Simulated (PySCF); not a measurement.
# C2H6Cl2InN (InCl2(NMe2)): the cost of one run

Programs: PySCF 2.14.0, with routines of our own; each step states its level. All values are computed. Atoms count from 0.

### Step 1. The system as given

12 atoms, charge 0, multiplicity 1; geometry from: GFN2-xTB.

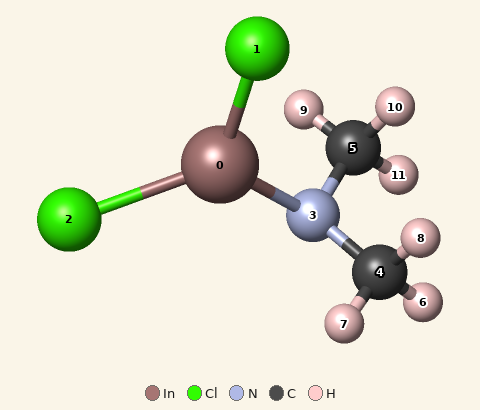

The starting geometry (indium brown, chlorine green, nitrogen light blue, carbon dark grey, hydrogen pink); sticks join atoms by distance alone.

### Step 2. Relaxing the molecule at PBE0-D3(BJ)/def2-SVP

Job settings and geometry (Å):

```
{"job": {"xc": "PBE0", "basis": "def2-SVP", "d3": "d3bj", "grid": 1, "maxiter": 30, "shake": 0.03, "kind": "geom"}, "charge": 0, "multiplicity": 1}
In     0.925380     1.644740     0.019480
Cl     3.112610     1.145010    -0.189730
Cl     0.272820     3.966690     0.149680
N     -0.521070     0.099660    -0.080870
C     -0.651930    -0.660110     1.140810
C     -0.323680    -0.762620    -1.184240
H     -1.428790    -1.376520     1.128590
H     -0.792430     0.070530     1.979670
H      0.284500    -1.171940     1.431350
H     -0.288740    -0.195870    -2.068550
H      0.616670    -1.320890    -1.032090
H     -1.089880    -1.521450    -1.243110
```

Launch:

```sh
OMP_NUM_THREADS=1 python heavy_run.py task.json out
```

This one command runs all jobs of the session in turn.

Q: Estimate the wall time and peak memory of this first job on 1 thread of Arm Neoverse V1, shared host.

About 4.9 min, with a peak of 0.51 GiB.
